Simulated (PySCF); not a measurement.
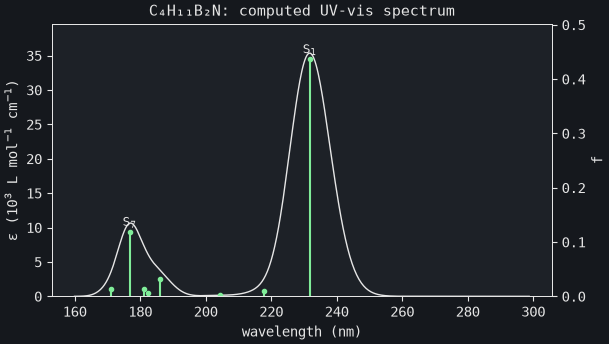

Computed absorption of C₄H₁₁B₂N, SMILES BNB/C=C/CC. Vertical TDDFT excitations, B3LYP/def2-SVPD, PySCF, at a GFN2-xTB geometry (no frequency check), gas phase. The lowest 8 singlet states are shown; each is broadened by a Gaussian of 1/e half-width 0.20 eV. Sticks give oscillator strengths (right axis).

> Which of the computed transitions is the brightest, and what character does the calculation give it?

S1 at 5.35 eV (232 nm), f = 0.436, mainly HOMO → LUMO (95 %).

> Does any vertical transition fall in the visible?

No singlet lies below 3.1 eV (beyond 400 nm), so at this level no vertical transition falls in the visible.

> List the transitions behind the spectrum.

```csv
state,E (eV),λ (nm),f,main character
S1,5.35,232,0.436,HOMO → LUMO (95 %)
S2,5.69,218,0.009,HOMO−1 → LUMO (94 %)
S3,6.07,204,0.002,HOMO−2 → LUMO (91 %)
S4,6.67,186,0.032,HOMO → LUMO+1 (68 %)
S5,6.80,182,0.006,HOMO−4 → LUMO (77 %)
S6,6.84,181,0.014,HOMO → LUMO+2 (95 %)
S7,7.02,177,0.118,HOMO−3 → LUMO (65 %)
S8,7.25,171,0.013,HOMO → LUMO+3 (87 %)
```

Note: the tight-binding geometry is rougher than a DFT one and adds to the error; one conformer of a flexible molecule; core orbitals are frozen in the response.
